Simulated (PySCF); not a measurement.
**F4Ge, SMILES `F[Ge](F)(F)F`: what the electrons do**

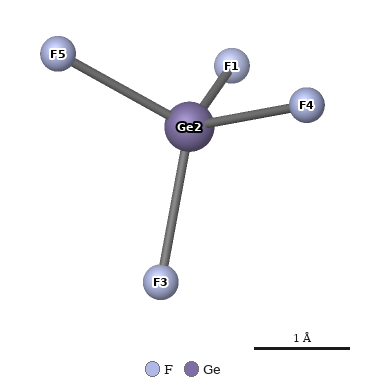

The molecule, with its atoms numbered as below. No frequency check shows the geometry to be a minimum.

Geometry (Å), atoms numbered from 1:

```
F1       0.3591    1.3181   -0.9658
Ge2      0.0000   -0.0002   -0.0000
F3      -0.3592   -1.3178   -0.9657
F4       1.3180   -0.3589    0.9658
F5      -1.3181    0.3594    0.9658
```

## 1. Bonding charge

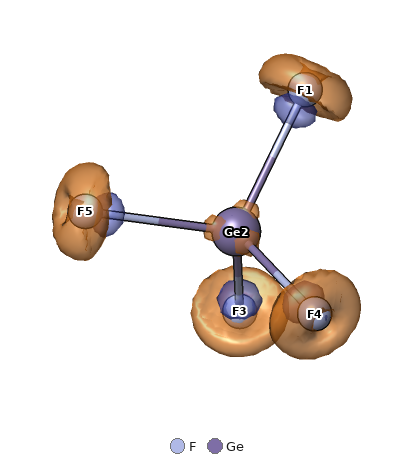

Deformation density (molecule less spherical, spin-averaged free atoms at the same positions), surfaces at ±0.2 e/Å³; orange: gain, blue: loss.

Computed with PySCF, PBE0/aug-cc-pVDZ, geometry: GFN2-xTB.

**How much density has each bond gained at its critical point, relative to the free atoms?**

Ge2–F3, Ge2–F4, Ge2–F5 and F1–Ge2: −0.02 e/Å³ at the bond critical point (bond length 1.67 Å); up to 0.6 Å beside the axis the gain reaches +0.16 e/Å³. In all, 1.3 electrons gather in the regions of gain relative to the promolecule. A small or negative value marks a very polar bond, one between electron-rich atoms, whose free-atom densities already overlap strongly, a long bond to a heavier atom, or a closed-shell contact such as a hydrogen bond.

**Where do the Hirshfeld charges lie?**

The highest Hirshfeld charge is on Ge2 (+0.80 e), the lowest on F1, F3, F4 and F5 (−0.20 e).

## 2. Bond critical points

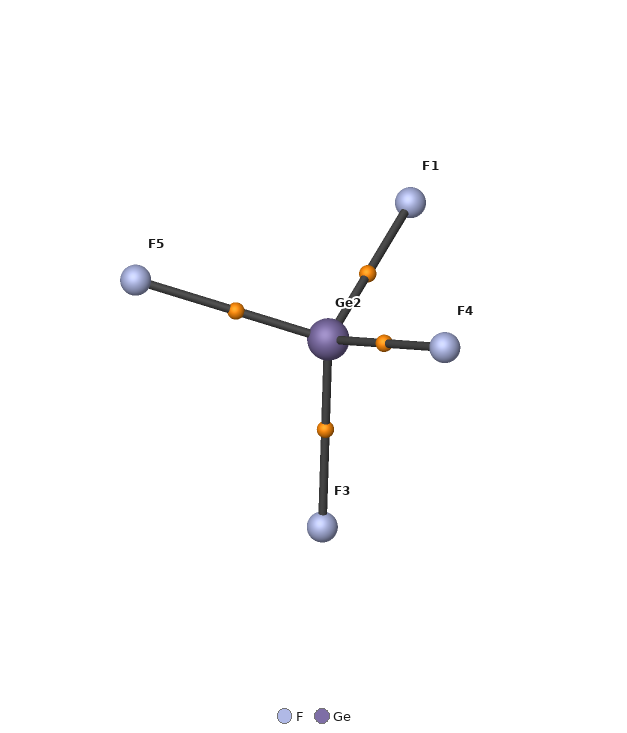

Molecular graph of the electron density (QTAIM): bond paths, bond critical points (orange), ring points (yellow, if any); weak paths are dashed.

**How many critical points of each kind are there, and does the count close?**

5 nuclei, 4 bond, 0 ring and 0 cage critical points: 5 − 4 + 0 − 0 = 1, as the Poincaré–Hopf relation requires.

**What does the calculation give at each kind of bond critical point?**

| bond | length (Å) | ρ (a.u.) | ∇²ρ (a.u.) | ε | H (a.u.) |
| --- | --- | --- | --- | --- | --- |
| Ge2–F3 (4 alike) | 1.673 | 0.155 | +1.16 | 0.00 | −0.026 |

**What kind of interaction is Ge2–F3?**

Polar or intermediate (positive Laplacian, negative energy density H): ρ = 0.155, ∇²ρ = +1.16, H = −0.026 a.u.

## 3. Electrostatic potential

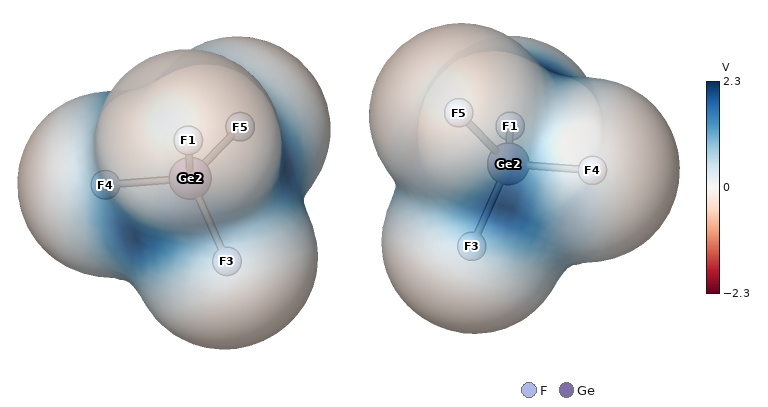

Electrostatic potential on the surface of electron density 0.001 a.u. (back view left, front view right).

**Where are the extremes of the potential on the surface?**

Highest: 2.26 V, off the Ge2–F3 bond (1.9 to 2.0 Å from its atoms). Lowest: −0.27 V, 1.6 Å from F5, and at like points elsewhere. The surface is sampled at points, so like sites can differ by a few per cent and only the strongest of them is named.

**What volume does the surface enclose, and what is the dipole moment?**

About 76 Å³; the dipole moment is 0.0 D.

## 4. In an electric field

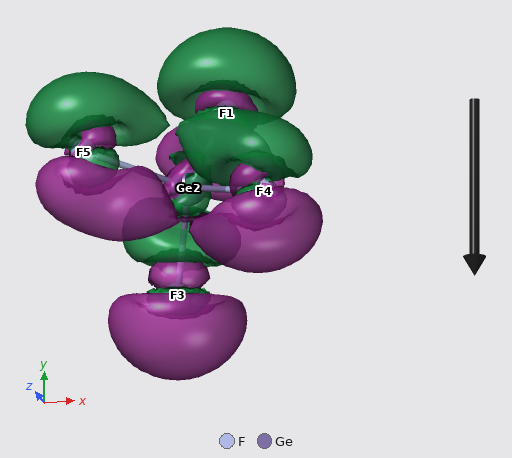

Change of the electron density in a uniform field of 0.21 V/Å along −y (arrow), surfaces at ±0.001 e/Å³ (green: gain, purple: loss).

PySCF calculation, ωB97X/def2-TZVP, gas phase; geometry: GFN2-xTB. A basis without diffuse functions makes polarisabilities too small.

**How large is the response?**

The induced dipole is 0.23 D (along the field); α along this axis, from the fields in both directions, is 23 bohr³ (3.4 Å³).

**Which atoms gain and lose the most charge?**

Electrons gather most on F1 (Hirshfeld charge changes by −0.007 e) and leave F3 most (+0.007 e); 0.028 electrons are displaced in all.

## 5. Removing or adding an electron

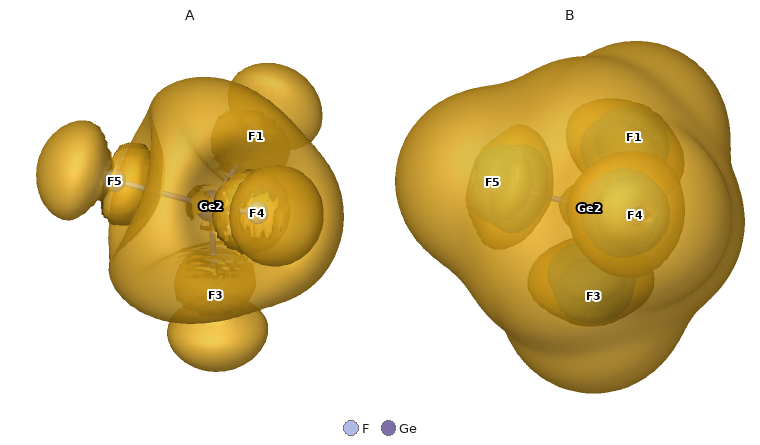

The Fukui function f⁺ from two separate SCF calculations and the density of the LUMO, at ±0.004 e/Å³ (yellow positive, teal negative).

Computed with PySCF, PBE/aug-cc-pVDZ, geometry: GFN2-xTB.

**Which panel is which, and how good is the frozen-orbital picture?**

B is f⁺ (it has negative regions), A the LUMO density. The LUMO lies on Ge2 (45 %) and F1, F3, F4 and F5 (14 % each); f⁺ (Hirshfeld-condensed) is largest on Ge2 (0.49); the vertical electron affinity is 0.23 eV (the stability of the anion's solution wasn't checked; the anion's highest orbital has positive energy, so this value and f⁺ depend on the basis). Relaxation shifts 4 % of the electron between atoms. The orbital energy is −2.96 eV.
